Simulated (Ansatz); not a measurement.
We consider antifluorite Be₂C, described by PBE (Ansatz, a quantum-chemistry and plane-wave program, PAW).

Numerical settings: plane-wave cutoff 520 eV, 14×14×14 k mesh, Fermi–Dirac smearing 0.01 eV, scalar-relativistic PAW data made under PBE.

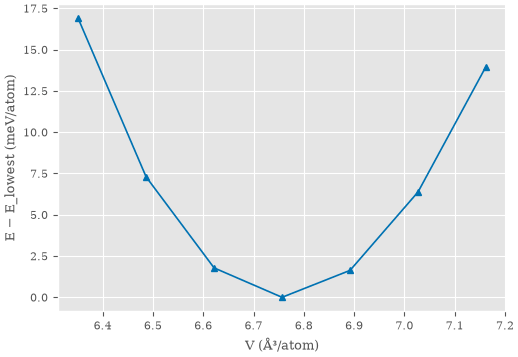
Figure. Total energy against volume

Task: From the curve, estimate the equilibrium volume and the bulk modulus.

Result: V0 ≈ 6.8 Å³/atom and B0 ≈ 200 GPa; the fit gives V0 = 6.758 Å³/atom, B0 = 202 GPa, B′ = 3.5.

Measured, for comparison: equilibrium volume per atom 6.81 Å³/atom (temperature not stated, not corrected to a static lattice; as tabulated in Freccero, Grin, Wagner, Dalton Trans. (2023), ESI). Computed (rounded) less measured: equilibrium volume per atom -0.7 %. A static lattice is as a rule a little smaller and stiffer than an uncorrected measurement, which narrows the difference in the equilibrium volume per atom and would widen misses of the other sign.

The result took about 12 core-seconds (a rough figure).
